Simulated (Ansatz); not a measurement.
# Nudged elastic band of C3H8N2Si

- system: C3H8N2Si, SMILES CN(C)C1=N[SiH2]1
- method: RHF/def2-SVP (Ansatz 0.2.0)

One setting was made poor on purpose. It belongs to a series of runs on one base structure; here: band between the two ends. Figures and captions count atoms from 1; the log counts them from 0 in places.

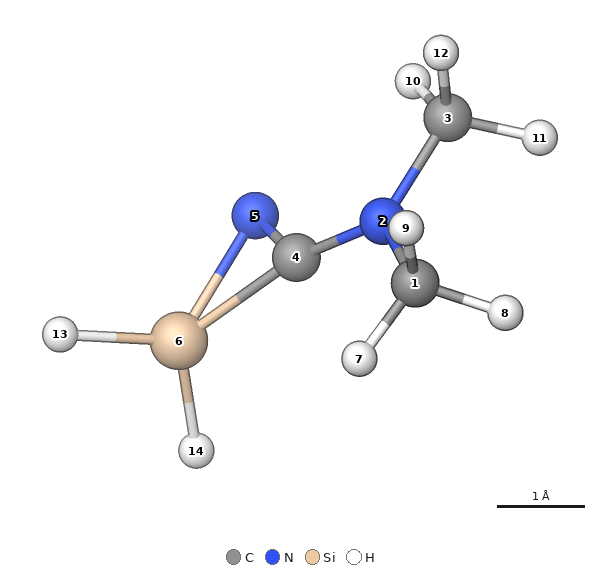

**Figure 1.** The starting structure (ball-and-stick view, seen at a tilt; atoms are numbered from 1 in the order of the input). Bond lengths as drawn: C–H 1.09 Å, C–N 1.28 to 1.45 Å, C–Si 1.78 Å, H–Si 1.47 Å and N–Si 1.74 Å.

## Input
```yaml
crystal:
  periodic: [false, false, false]
  atoms:
    - { symbol: C, position_ang: [-0.9385, -0.899469, 1.052785] }
    - { symbol: "N", position_ang: [0.159978, -0.397132, 0.269657] }
    - { symbol: C, position_ang: [1.434715, -1.070763, 0.375652] }
    - { symbol: C, position_ang: [0.022847, 0.659325, -0.541755] }
    - { symbol: "N", position_ang: [0.861048, 1.248691, -1.310366] }
    - { symbol: Si, position_ang: [-0.686436, 2.039754, -1.41886] }
    - { symbol: H, position_ang: [-1.824969, -0.297895, 0.868532] }
    - { symbol: H, position_ang: [-1.165651, -1.937548, 0.793827] }
    - { symbol: H, position_ang: [-0.711197, -0.861081, 2.121955] }
    - { symbol: H, position_ang: [2.153292, -0.570983, -0.266633] }
    - { symbol: H, position_ang: [1.34969, -2.116225, 0.066465] }
    - { symbol: H, position_ang: [1.802295, -1.047329, 1.405159] }
    - { symbol: H, position_ang: [-0.92213, 3.348711, -0.785568] }
    - { symbol: H, position_ang: [-1.547983, 1.872944, -2.602049] }
basis:
  gaussian: { orbitals: def2-SVP }
hamiltonian:
  xc: hf
neb:
  order_check: false
  images: 5
  f_tol: 0.2
  max_iterations: 60
  initial_path: idpp
  final_atoms:
    - { symbol: C, position_ang: [-0.93780692, -0.89865992, 1.05405927] }
    - { symbol: "N", position_ang: [0.15487333, -0.4080917, 0.25572414] }
    - { symbol: C, position_ang: [1.40257978, -1.13757912, 0.28950719] }
    - { symbol: C, position_ang: [0.03178176, 0.67801694, -0.51789064] }
    - { symbol: "N", position_ang: [0.86590601, 1.25874375, -1.29732742] }
    - { symbol: Si, position_ang: [-0.65121635, 2.11307586, -1.32503411] }
    - { symbol: H, position_ang: [-1.22361756, -1.9112165, 0.75448898] }
    - { symbol: H, position_ang: [-0.67063123, -0.92404677, 2.11420938] }
    - { symbol: H, position_ang: [-1.80062828, -0.24844831, 0.93309355] }
    - { symbol: H, position_ang: [2.12197632, -0.63761309, -0.35164042] }
    - { symbol: H, position_ang: [1.26483741, -2.16304413, -0.06441901] }
    - { symbol: H, position_ang: [1.80102255, -1.17747337, 1.30674614] }
    - { symbol: H, position_ang: [-0.81117261, 3.40885832, -0.64294545] }
    - { symbol: H, position_ang: [-1.56090521, 2.01847804, -2.47977061] }
```

Launched with:
```bash
ansatz run input.yaml --threads 2 --pin off --max-ram 3072MiB --backend cpu --events-out ev --progress --plain --runs-dir out
```

## What the program printed
```
Engine: ansatz 0.2.0, aarch64-unknown-linux-gnu
Functional definition: HF
  exchange = exact_x
  correlation = 0
1437 factors; integrals over basis functions are off by at most 3.2e-4 eV
mean field evaluation 1: about -14030.5847 eV, gradient 3.8e1 eV
mean field evaluation 2: about -14030.7805 eV, gradient 3.8e1 eV
mean field evaluation 4: about -14034.7935 eV, gradient 5.5e0 eV
mean field evaluation 8: about -14034.8952 eV, gradient 3.9e-1 eV
mean field -14034.89694021 eV, -515.7729493577 hartree, gradient 1.5e-5 eV, S^2 0.000000; 0 other end points of the search recorded, 0 dependent functions left out
the calculation of the forces begins
reference -14034.89694021 eV, -515.7729493577 hartree; 27, 27 occupied and 101, 101 virtual orbitals, 1437 factors
1437 factors; integrals over basis functions are off by at most 5.9e-4 eV
mean field evaluation 16: about -14033.5380 eV, gradient 2.4e1 eV
mean field -14034.89691648 eV, -515.7729484858 hartree, gradient 1.5e-5 eV, S^2 0.000000; 0 other end points of the search recorded, 0 dependent functions left out
[... from here on the field's lines of each further geometry are left out, up to the last ...]
NEB iter   1: max|band force component| = 9.856e-1 eV/Å  barrier→ = 0.1637 eV  barrier← = 0.1637 eV  Δτ_max = 0.1179 Å  (265 SCF iters)
NEB iter   2: max|band force component| = 2.528e-1 eV/Å  barrier→ = 0.0681 eV  barrier← = 0.0681 eV  CI = image 3  Δτ_max = 0.0159 Å  (187 SCF iters)
the calculation of the forces begins
reference -14034.88363571 eV, -515.7724604267 hartree; 27, 27 occupied and 101, 101 virtual orbitals, 1437 factors
1437 factors; integrals over basis functions are off by at most 4.5e-4 eV
mean field evaluation 224: about -14030.7259 eV, gradient 3.8e1 eV
mean field -14034.83094328 eV, -515.7705240155 hartree, gradient 2.3e-5 eV, S^2 0.000000; 1 other end points of the search recorded, 0 dependent functions left out
the calculation of the forces begins
reference -14034.83094328 eV, -515.7705240155 hartree; 27, 27 occupied and 101, 101 virtual orbitals, 1437 factors
NEB iter   3: max|band force component| = 9.623e-2 eV/Å  barrier→ = 0.0660 eV  barrier← = 0.0660 eV  CI = image 3  Δτ_max = 0.0000 Å  (372 SCF iters)
```

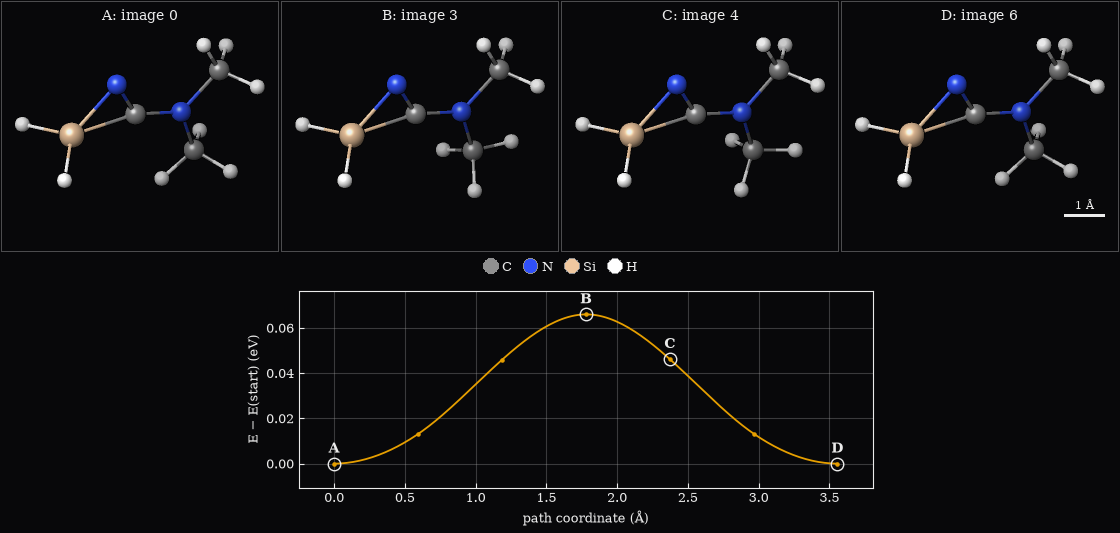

**Figure 2.** Images of the last band (counted from 0; ball-and-stick, seen at a tilt) above the energy along the path; the line is a cubic interpolation that uses the forces. The highest image is number 3, 0.066 eV above the start and 0.066 eV above the end (the climbing image); start and end have the same energy. The path is 3.56 Å long. The band converged in 3 iterations.

```
Total energy: -14034.83094328 eV, -515.7705240155 hartree
Atom 0 at    -0.987323    -0.930484     0.967233 Å, force    -0.077808    -0.034535     0.054698 eV/Å
Atom 1 at     0.134306    -0.460827     0.190291 Å, force     0.079592     0.029459    -0.058147 eV/Å
Atom 2 at     1.320876    -1.281525     0.070135 Å, force     0.007422    -0.012068     0.003886 eV/Å
Atom 3 at     0.078288     0.726343    -0.426268 Å, force    -0.062103     0.042713     0.008923 eV/Å
Atom 4 at     0.924773     1.345162    -1.160677 Å, force     0.042677     0.001042    -0.020365 eV/Å
Atom 5 at    -0.518943     2.307044    -0.999393 Å, force     0.001809    -0.043194     0.021871 eV/Å
Atom 6 at    -1.889852    -1.031345     0.360486 Å, force     0.009606     0.002918    -0.004506 eV/Å
Atom 7 at    -0.749467    -1.911180     1.374922 Å, force    -0.003528     0.003127     0.000215 eV/Å
Atom 8 at    -1.210244    -0.265884     1.804833 Å, force     0.008830     0.002425    -0.006028 eV/Å
Atom 9 at     2.047418    -0.754743    -0.540605 Å, force     0.001113    -0.002208     0.000022 eV/Å
Atom 10 at     1.092040    -2.239231    -0.404525 Å, force    -0.001881     0.004257     0.002731 eV/Å
Atom 11 at     1.763081    -1.479389     1.049815 Å, force    -0.003352     0.002317    -0.002547 eV/Å
Atom 12 at    -0.544084     3.506307    -0.144596 Å, force    -0.001656     0.001291    -0.000692 eV/Å
Atom 13 at    -1.473871     2.440751    -2.112850 Å, force    -0.000721     0.002455    -0.000061 eV/Å
Dipole moment:    -0.413583    -0.261677     0.334975 e Å
this run last wrote the band of iteration 3 to [file]
```

## The last band as extended XYZ (Å, eV, eV/Å)
```
14
Properties=species:S:1:pos:R:3:forces:R:3 image=0 energy=-14034.89694
C    -0.9385   -0.8995    1.0528    0.0058   0.0009  -0.0022
N     0.1600   -0.3971    0.2697   -0.0027  -0.0003   0.0027
C     1.4347   -1.0708    0.3757    0.0012  -0.0019  -0.0011
C     0.0228    0.6593   -0.5418   -0.0030   0.0041  -0.0065
N     0.8610    1.2487   -1.3104    0.0025  -0.0019   0.0050
Si   -0.6864    2.0398   -1.4189    0.0029  -0.0025  -0.0008
H    -1.8250   -0.2979    0.8685   -0.0017   0.0010   0.0000
H    -1.1657   -1.9375    0.7938   -0.0009  -0.0010   0.0000
H    -0.7112   -0.8611    2.1220    0.0003  -0.0004   0.0005
H     2.1533   -0.5710   -0.2666   -0.0019  -0.0018   0.0019
H     1.3497   -2.1162    0.0665    0.0004   0.0048   0.0019
H     1.8023   -1.0473    1.4052   -0.0013   0.0005  -0.0039
H    -0.9221    3.3487   -0.7856   -0.0002  -0.0009   0.0007
H    -1.5480    1.8729   -2.6020   -0.0014  -0.0006   0.0019
14
Properties=species:S:1:pos:R:3:forces:R:3 image=1 energy=-14034.88380
C    -0.9511   -0.9093    1.0290   -0.0269  -0.0139   0.0231
N     0.1400   -0.4402    0.2155    0.0261  -0.0164  -0.0735
C     1.3989   -1.1491    0.2772    0.0059   0.0013   0.0069
C     0.0338    0.6734   -0.5206   -0.0357   0.0396   0.0340
N     0.8804    1.2805   -1.2650    0.0199   0.0066  -0.0130
Si   -0.6351    2.1393   -1.2846    0.0049  -0.0332  -0.0021
H    -1.8909   -0.5058    0.6588    0.0042   0.0181   0.0137
H    -1.0066   -1.9984    0.9847   -0.0253  -0.0011  -0.0137
H    -0.8402   -0.6200    2.0791    0.0240  -0.0144   0.0080
H     2.1231   -0.6352   -0.3474    0.0017  -0.0039   0.0022
H     1.2837   -2.1745   -0.0842    0.0065   0.0034   0.0107
H     1.7792   -1.1874    1.3015   -0.0021   0.0107   0.0087
H    -0.7983    3.4126   -0.5620   -0.0034  -0.0039   0.0015
H    -1.5299    2.0852   -2.4531    0.0001   0.0070  -0.0066
14
Properties=species:S:1:pos:R:3:forces:R:3 image=2 energy=-14034.85097
C    -0.9693   -0.9173    1.0001   -0.0568  -0.0226   0.0449
N     0.1315   -0.4602    0.1890    0.0429  -0.0123  -0.0985
C     1.3631   -1.2199    0.1744    0.0103  -0.0026   0.0123
C     0.0524    0.6962   -0.4813   -0.0538   0.0554   0.0295
N     0.9012    1.3133   -1.2145    0.0359   0.0031  -0.0176
Si   -0.5802    2.2275   -1.1428    0.0006  -0.0462   0.0064
H    -1.9186   -0.7589    0.4894    0.0065   0.0294   0.0081
H    -0.8611   -1.9859    1.1806   -0.0210  -0.0103  -0.0198
H    -1.0135   -0.4153    1.9714    0.0321  -0.0105   0.0146
H     2.0885   -0.6968   -0.4410    0.0028  -0.0039   0.0029
H     1.2000   -2.2167   -0.2436    0.0070   0.0041   0.0137
H     1.7718   -1.3321    1.1819   -0.0018   0.0128   0.0079
H    -0.6730    3.4639   -0.3473   -0.0047  -0.0048   0.0013
H    -1.5058    2.2732   -2.2874   -0.0001   0.0084  -0.0056
14
Properties=species:S:1:pos:R:3:forces:R:3 image=3 energy=-14034.83094
C    -0.9873   -0.9305    0.9672   -0.0778  -0.0345   0.0547
N     0.1343   -0.4608    0.1903    0.0796   0.0295  -0.0581
C     1.3209   -1.2815    0.0701    0.0074  -0.0121   0.0039
C     0.0783    0.7263   -0.4263   -0.0621   0.0427   0.0089
N     0.9248    1.3452   -1.1607    0.0427   0.0010  -0.0204
Si   -0.5189    2.3070   -0.9994    0.0018  -0.0432   0.0219
H    -1.8899   -1.0313    0.3605    0.0096   0.0029  -0.0045
H    -0.7495   -1.9112    1.3749   -0.0035   0.0031   0.0002
H    -1.2102   -0.2659    1.8048    0.0088   0.0024  -0.0060
H     2.0474   -0.7547   -0.5406    0.0011  -0.0022   0.0000
H     1.0920   -2.2392   -0.4045   -0.0019   0.0043   0.0027
H     1.7631   -1.4794    1.0498   -0.0034   0.0023  -0.0025
H    -0.5441    3.5063   -0.1446   -0.0017   0.0013  -0.0007
H    -1.4739    2.4408   -2.1128   -0.0007   0.0025  -0.0001
14
Properties=species:S:1:pos:R:3:forces:R:3 image=4 energy=-14034.85072
C    -0.9992   -0.9518    0.9359   -0.0623  -0.0285   0.0381
N     0.1337   -0.4592    0.1925    0.0939   0.0461   0.0097
C     1.2658   -1.3317   -0.0340    0.0009  -0.0146  -0.0086
C     0.1042    0.7553   -0.3707   -0.0718   0.0350  -0.0131
N     0.9515    1.3720   -1.1059    0.0353   0.0012  -0.0183
Si   -0.4473    2.3805   -0.8579    0.0105  -0.0334   0.0302
H    -1.8058   -1.3074    0.2876    0.0168  -0.0272  -0.0166
H    -0.6813   -1.7848    1.5614    0.0019   0.0150   0.0261
H    -1.4009   -0.1775    1.5889   -0.0097   0.0111  -0.0285
H     1.9968   -0.8046   -0.6392    0.0010  -0.0056  -0.0008
H     0.9671   -2.2435   -0.5581   -0.0102   0.0026  -0.0089
H     1.7313   -1.6161    0.9131   -0.0045  -0.0081  -0.0115
H    -0.4028    3.5381    0.0515    0.0003   0.0083  -0.0036
H    -1.4261    2.6017   -1.9364   -0.0021  -0.0017   0.0056
14
Properties=species:S:1:pos:R:3:forces:R:3 image=5 energy=-14034.88364
C    -1.0066   -0.9740    0.9093   -0.0308  -0.0170   0.0208
N     0.1176   -0.4687    0.1656    0.0687   0.0319   0.0170
C     1.2039   -1.3731   -0.1399   -0.0003  -0.0067  -0.0068
C     0.1232    0.7756   -0.3298   -0.0573   0.0154  -0.0161
N     0.9785    1.3951   -1.0536    0.0199   0.0055  -0.0123
Si   -0.3692    2.4456   -0.7149    0.0145  -0.0205   0.0214
H    -1.6832   -1.5691    0.2872    0.0169  -0.0226  -0.0073
H    -0.6567   -1.6079    1.7259   -0.0080   0.0174   0.0205
H    -1.5706   -0.1485    1.3380   -0.0110   0.0008  -0.0211
H     1.9435   -0.8460   -0.7347    0.0007  -0.0049   0.0002
H     0.8496   -2.2401   -0.7042   -0.0105   0.0010  -0.0079
H     1.6769   -1.7315    0.7780   -0.0029  -0.0067  -0.0098
H    -0.2545    3.5488    0.2540    0.0015   0.0084  -0.0027
H    -1.3654    2.7647   -1.7522   -0.0016  -0.0020   0.0042
14
Properties=species:S:1:pos:R:3:forces:R:3 image=6 energy=-14034.89692
C    -0.9668   -0.9459    0.9842   -0.0023   0.0012  -0.0028
N     0.1255   -0.4531    0.1867    0.0034  -0.0037   0.0004
C     1.2905   -1.2955    0.0348   -0.0007   0.0014  -0.0010
C     0.0737    0.7389   -0.4215   -0.0045   0.0004   0.0014
N     0.9197    1.3425   -1.1702    0.0033   0.0001  -0.0018
Si   -0.4996    2.3327   -0.9767    0.0003  -0.0001   0.0014
H    -1.3724   -1.8736    0.5700    0.0003   0.0011   0.0008
H    -0.6459   -1.1473    2.0101    0.0010   0.0005   0.0012
H    -1.7626   -0.2058    1.0127    0.0002  -0.0013   0.0001
H     2.0217   -0.7802   -0.5803   -0.0011  -0.0018   0.0001
H     1.0276   -2.2423   -0.4451    0.0006   0.0015   0.0008
H     1.7379   -1.5176    1.0073   -0.0001   0.0007  -0.0005
H    -0.4862    3.5275   -0.1152   -0.0006   0.0001   0.0003
H    -1.4762    2.4906   -2.0681    0.0003   0.0000  -0.0005
```

## Summary

| quantity | value |
| --- | --- |
| outcome | converged |
| barrier, forward | 0.066 eV |
| barrier, backward | 0.066 eV |
| hardware | 2 threads of Arm Neoverse V1, 24 GiB of memory available, shared host |
| wall time | 50 s (CPU time 97 s) |
| peak memory | 0.3 GiB |

## Remarks

A deliberately poor setting: loose force. The order of the saddle point was not checked.
